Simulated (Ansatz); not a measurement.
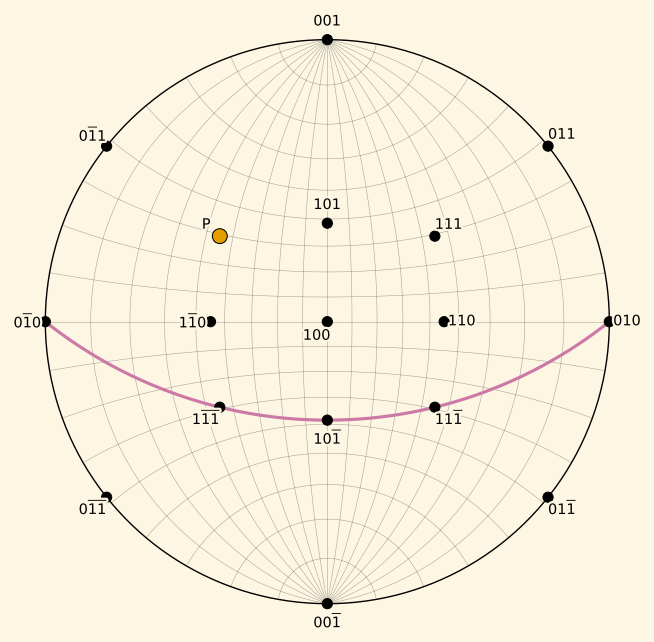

Stereographic projection of plane normals (upper hemisphere) centred on (1 0 0). Crystal: MgZrH5, the geometry relaxed with DFT PBE, scalar-relativistic, plane waves, PAW (Ansatz 0.2.0); the starting structure was generated, so it need not be a known form of this composition. All values are computed from the atomic coordinates in the standard setting (tolerance 0.002 Å).

a = 3.512 Å, b = 3.512 Å, c = 4.415 Å, α = 90.00°, β = 90.00°, γ = 90.00°.

Index the pole marked P.

Answer. P is (1 −1 1), 52.0° from the centre.

Which zone does the coloured great circle trace?

Answer. The zone [1 0 1]: its poles satisfy h + l = 0.

What is the angle between the normals of (1 0 −1) and (0 −1 1), and what are their d_hkl = 1/|g|?

Answer. 112.8°; d = 2.749 Å and 2.749 Å.
